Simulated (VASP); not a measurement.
Band structure of CaHg2 (space group P6/mmm). Computed with PBEsol GGA, VASP's PBE PAW potentials (set 64) (plane waves; VASP).

Unless said otherwise, spin-orbit coupling is left out, though it shifts the bands of the heavy elements here.

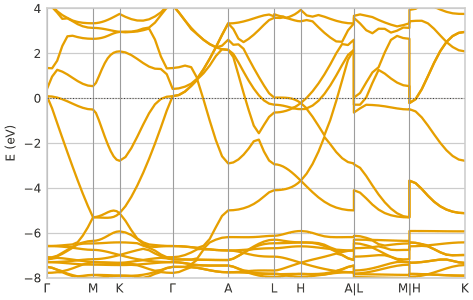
Figure. Bands along high-symmetry lines, zero at the valence-band maximum or, without a gap, the Fermi level

Problem. Read the plot: is there a gap, and where are the band edges?

Solution. It has no gap at this level: it comes out as a metal or semimetal. (Edges off the drawn lines would not show.)

The structure comes from a computed database's CaHg2 entry (P-3m1); how it stands against other phases isn't given here. It was relaxed first, which changed the volume by -19 %. The relaxed cell has space group P6/mmm.
